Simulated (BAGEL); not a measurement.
# GaHCl2O (SMILES [OH][Ga]([Cl])[Cl]): HF/STO-3G (density fitting with qzvpp-jkfit)

What is the vertical ionisation energy of GaHCl2O at HF/STO-3G (density fitting with qzvpp-jkfit)? 

The calculation is run with BAGEL 1.2.2.

### 1 Starting point

GaHCl2O has 5 atoms, charge 0, and is taken as a singlet. As SMILES, `[OH][Ga]([Cl])[Cl]`. Geometry: relaxed at PBE0-D4/def2-TZVP.

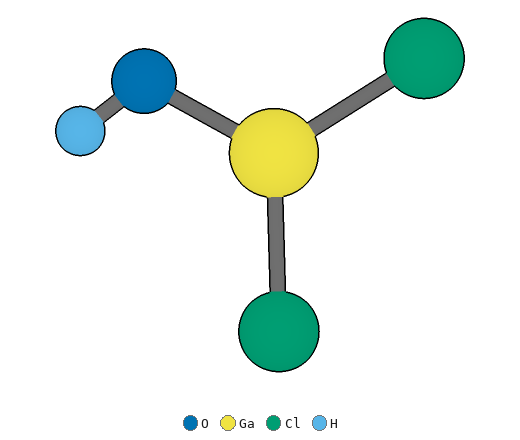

The structure, seen from a chosen angle (oxygen blue, gallium yellow, chlorine teal, hydrogen blue).

### 2 A single-point energy at HF/STO-3G (density fitting with qzvpp-jkfit)

File calc.json:

```json
{ "bagel": [

{
  "title": "molecule",
  "basis": "sto-3g",
  "df_basis": "qzvpp-jkfit",
  "angstrom": true,
  "geometry": [
    { "atom": "O", "xyz": [       0.254500,       1.354600,       0.245900 ] },
    { "atom": "Ga", "xyz": [       0.118500,      -0.394500,       0.056800 ] },
    { "atom": "Cl", "xyz": [       1.500000,      -1.634900,       1.057700 ] },
    { "atom": "Cl", "xyz": [      -1.407900,      -1.236300,      -1.155800 ] },
    { "atom": "H", "xyz": [      -0.415200,       1.837400,      -0.246000 ] }
  ]
},

{
  "title": "hf"
},

{
  "title": "print",
  "file": "orbitals.molden",
  "orbitals": true
}

]}
```

Started as:

```sh
$ BAGEL_NUM_THREADS=1 BAGEL calc.json > calc.out
```

Output:

```text
* using 1 threads per process

  ===============================================================
  ===============================================================

  *** Geometry ***

  { "atom" : "O", "xyz" : [      0.480935,      2.559823,      0.464684 ] },
  { "atom" : "Ga", "xyz" : [      0.223933,     -0.745497,      0.107336 ] },
  { "atom" : "Cl", "xyz" : [      2.834589,     -3.089513,      1.998763 ] },
  { "atom" : "Cl", "xyz" : [     -2.660545,     -2.336268,     -2.184145 ] },
  { "atom" : "H", "xyz" : [     -0.784614,      3.472183,     -0.464873 ] },

  Number of auxiliary basis functions:      617

  Since a DF basis is specified, we compute 2- and 3-index integrals:
    o Being stored without compression. Storage requirement is 0.009 GB

  Number of basis functions:       42
  Number of electrons      :       74

    * METHOD: MOLECULE                             0.34

  *** RHF ***

  === Nuclear Repulsion ===
   438.6842562153

      * DIIS with orbital gradients will be used.

  === RHF iteration (sto-3g) ===
      0      -2884.52002634          0.01166833           0.08
      1      -2884.60730339          0.00489032           0.08
      2      -2884.62007203          0.00083594           0.08
      3      -2884.62080709          0.00024336           0.08
      4      -2884.62093420          0.00010748           0.08
      5      -2884.62097082          0.00004282           0.08
      6      -2884.62097727          0.00001004           0.08
      7      -2884.62097757          0.00000489           0.08
      8      -2884.62097766          0.00000163           0.08
      9      -2884.62097767          0.00000047           0.08
     10      -2884.62097767          0.00000013           0.08
     11      -2884.62097767          0.00000004           0.08
     12      -2884.62097767          0.00000001           0.08
     13      -2884.62097767          0.00000000           0.08
    * SCF iteration converged.

    * Permanent dipole moment:
           (    0.287021,    -0.902477,     0.177443) a.u.

    * METHOD: HF                                   1.29

    * METHOD: PRINT                                0.01

  ===============================================================
```

Run time: 1.8 s. Hardware: 1 thread of Arm Neoverse V1, shared host; peak memory 0.095 GiB.

### 3 The doublet cation

File job.json:

```json
{ "bagel" : [

{
  "title" : "molecule",
  "basis" : "sto-3g",
  "df_basis" : "qzvpp-jkfit",
  "angstrom" : true,
  "geometry" : [
    { "atom" : "O", "xyz" : [       0.254500,       1.354600,       0.245900 ] },
    { "atom" : "Ga", "xyz" : [       0.118500,      -0.394500,       0.056800 ] },
    { "atom" : "Cl", "xyz" : [       1.500000,      -1.634900,       1.057700 ] },
    { "atom" : "Cl", "xyz" : [      -1.407900,      -1.236300,      -1.155800 ] },
    { "atom" : "H", "xyz" : [      -0.415200,       1.837400,      -0.246000 ] }
  ]
},

{ "title" : "uhf", "charge" : 1, "nopen" : 1 },

{ "title" : "print", "file" : "orbitals.molden", "orbitals" : true }

]}
```

Started as:

```sh
$ BAGEL_NUM_THREADS=1 BAGEL job.json > job.out
```

Output:

```text
* using 1 threads per process

  ===============================================================
  ===============================================================

  *** Geometry ***

  { "atom" : "O", "xyz" : [      0.480935,      2.559823,      0.464684 ] },
  { "atom" : "Ga", "xyz" : [      0.223933,     -0.745497,      0.107336 ] },
  { "atom" : "Cl", "xyz" : [      2.834589,     -3.089513,      1.998763 ] },
  { "atom" : "Cl", "xyz" : [     -2.660545,     -2.336268,     -2.184145 ] },
  { "atom" : "H", "xyz" : [     -0.784614,      3.472183,     -0.464873 ] },

  Number of auxiliary basis functions:      617

  Since a DF basis is specified, we compute 2- and 3-index integrals:
    o Being stored without compression. Storage requirement is 0.009 GB

  Number of basis functions:       42
  Number of electrons      :       74

    * METHOD: MOLECULE                             0.34

  *** Open-shell HF ***

  === Nuclear Repulsion ===
   438.6842562153

      * DIIS with orbital gradients will be used.

  === UHF iteration (sto-3g) ===
      0      -2883.98447775          0.04942847           0.16
      1      -2884.26010940          0.02787733           0.16
      2      -2884.36943332          0.01540488           0.16
      3      -2884.40457896          0.00383438           0.16
      4      -2884.41218745          0.00173671           0.16
      5      -2884.41423625          0.00069761           0.16
      6      -2884.41441166          0.00022031           0.16
      7      -2884.41445532          0.00013634           0.16
      8      -2884.41447107          0.00012937           0.16
      9      -2884.41448948          0.00012705           0.16
     10      -2884.41452104          0.00012316           0.16
     11      -2884.41457536          0.00010948           0.16
     12      -2884.41455963          0.00009027           0.16
     13      -2884.41460168          0.00007079           0.16
     14      -2884.41468741          0.00004082           0.16
     15      -2884.41473255          0.00002460           0.16
[... 35 lines of this table left out ...]
     51      -2884.41477198          0.00000002           0.16
     52      -2884.41477198          0.00000002           0.16
     53      -2884.41477198          0.00000002           0.16
     54      -2884.41477198          0.00000001           0.16
     55      -2884.41477198          0.00000001           0.16
     56      -2884.41477198          0.00000001           0.16
     57      -2884.41477198          0.00000001           0.16
     58      -2884.41477198          0.00000001           0.16
    * SCF iteration converged.

    * S^2 (UHF) is 0.7509

    * Permanent dipole moment:
           (    0.329852,    -1.137742,     0.199049) a.u.

    * METHOD: UHF                                  9.49

    * METHOD: PRINT                                0.01

  ===============================================================
```

Wall time 10 s (1 thread of Arm Neoverse V1, shared host); peak memory 0.095 GiB.

### 4 Results

At HF/STO-3G (density fitting with qzvpp-jkfit):

| quantity | value |
| --- | --- |
| singlet GaHCl2O: total energy | -2884.62098 Eh |
| singlet GaHCl2O: dipole moment | 2.45 D |
| singlet GaHCl2O: HOMO energy | -9.53 eV |
| singlet GaHCl2O: LUMO energy | 4.48 eV |
| singlet GaHCl2O: HOMO–LUMO gap | 14.00 eV |
| doublet cation: total energy | -2884.41477 Eh |
| doublet cation: ⟨S²⟩ | 0.751 |
| vertical ionisation energy (to the doublet cation), in doubt | 5.611 eV |

**Reading.** Removing an electron at fixed nuclei costs 5.61 eV (129 kcal/mol). −ε(HOMO) before ionisation, 9.53 eV, is 3.92 eV above this ionisation energy. This value lies far from the orbital energy or is too small for a neutral ground state: the hole may sit in another orbital, or the first species is not in its lowest state. In a minimal basis such a difference can be off by several eV, whatever the method.
